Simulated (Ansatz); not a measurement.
The relaxed structure here is a generated cell of TiSe2: the first start was made by placing the elements on the sites of a structure type, and the end was not matched to a known phase here, so it may be hypothetical. Known forms of TiSe2 include space group No. 164.

The end point of a relaxation of TiSe2. Space group Pnma (No. 62), AFLOW prototype A2B_oP12_62_2c_c (C23, as in PbCl2). These are PBE (plane waves to 420 eV, PAW, scalar-relativistic; Ansatz, an electronic-structure program) values and carry that method's errors.

```cif
data_Se8Ti4
_chemical_formula_sum 'Se8 Ti4'
_space_group_name_H-M_alt 'Pnma'
_space_group_IT_number 62
_space_group_name_Hall '-P 2ac 2n'
_cell_length_a 7.06123
_cell_length_b 3.74389
_cell_length_c 8.57940
_cell_angle_alpha 90.000
_cell_angle_beta 90.000
_cell_angle_gamma 90.000
loop_
_atom_site_label
_atom_site_type_symbol
_atom_site_symmetry_multiplicity
_atom_site_Wyckoff_symbol
_atom_site_fract_x
_atom_site_fract_y
_atom_site_fract_z
_atom_site_occupancy
Se1 Se 4 c 0.02019 0.25000 0.35205 1
Se2 Se 4 c 0.13355 0.25000 0.90948 1
Ti1 Ti 4 c 0.24826 0.75000 0.10699 1
```

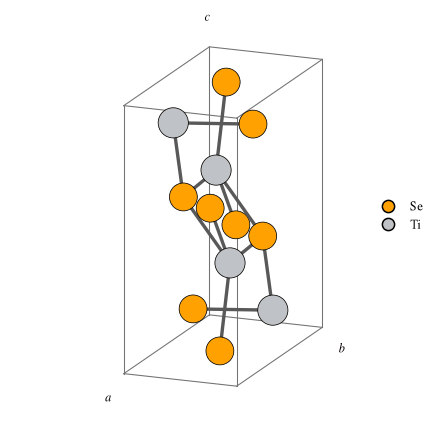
Fig. 1. The conventional cell of the relaxed structure

```json
{
 "volume_per_atom": "18.90 Å³",
 "band_gap": "no gap on the sampled points, where the bands overlap only slightly; such a result is sensitive to mesh and level",
 "shortest_distances": "Se–Ti 2.65 Å; Se–Se 3.08 Å",
 "k-mesh": "6×10×5"
}
```

Band energies at high-symmetry points (eV from the Fermi level; labels of this space group; no spin-orbit coupling), from −5 eV up to 1.9 eV:

| point | energies |
|---|---|
| Γ | -4.90 -4.42 -4.06 -3.56 -3.41 -3.21 -3.01 -2.89 -2.72 -2.45 -2.36 -2.03 -1.91 -1.69 -1.55 -1.15 -0.95 -0.62 -0.38 -0.19 -0.14 0.09 0.50 0.65 0.79 0.91 1.18 1.19 1.22 1.56 1.70 1.79 |
| X | -4.97 -4.97 -4.59 -4.59 -3.40 -3.40 -3.33 -3.33 -2.95 -2.95 -2.94 -2.94 -1.52 -1.52 -1.30 -1.30 -0.73 -0.73 -0.56 -0.56 -0.34 -0.34 0.38 0.38 0.70 0.70 0.88 0.88 1.19 1.19 1.55 1.55 |
| S | -4.69 -4.69 -4.69 -4.69 -3.33 -3.33 -3.33 -3.33 -2.71 -2.71 -2.71 -2.71 -1.70 -1.70 -1.70 -1.70 -0.64 -0.64 -0.64 -0.64 0.84 0.84 0.84 0.84 1.27 1.27 1.27 1.27 1.42 1.42 1.42 1.42 |
| Y | -4.52 -4.52 -3.65 -3.65 -2.99 -2.99 -2.45 -2.45 -2.38 -2.38 -2.22 -2.22 -1.80 -1.80 -1.13 -1.13 -0.85 -0.85 0.54 0.54 1.05 1.05 1.23 1.23 1.25 1.25 1.75 1.75 1.88 1.88 |
| Z | -3.40 -3.40 -3.31 -3.31 -3.31 -3.31 -2.75 -2.75 -2.39 -2.39 -2.03 -2.03 -1.85 -1.85 -0.95 -0.95 -0.63 -0.63 -0.41 -0.41 0.33 0.33 0.78 0.78 0.80 0.80 1.15 1.15 1.71 1.71 |
| U | -3.84 -3.84 -3.57 -3.57 -3.32 -3.32 -3.05 -3.05 -2.05 -2.05 -1.90 -1.90 -1.23 -1.23 -0.95 -0.95 -0.68 -0.68 -0.58 -0.58 0.57 0.57 0.64 0.64 0.69 0.69 1.54 1.54 1.66 1.66 1.75 1.75 |
| R | -3.59 -3.59 -3.59 -3.59 -2.42 -2.42 -2.42 -2.42 -1.76 -1.76 -1.76 -1.76 -0.53 -0.53 -0.53 -0.53 0.87 0.87 0.87 0.87 1.23 1.23 1.23 1.23 1.84 1.84 1.84 1.84 |
| T | -4.93 -4.93 -4.82 -4.82 -3.92 -3.92 -3.30 -3.30 -3.11 -3.11 -2.47 -2.47 -1.94 -1.94 -1.33 -1.33 -1.06 -1.06 -0.59 -0.59 0.67 0.67 1.21 1.21 1.27 1.27 1.31 1.31 1.77 1.77 1.83 1.83 |

No spin polarisation in the result.

The run could not lose the symmetry of its start, so the end can be a saddle point.
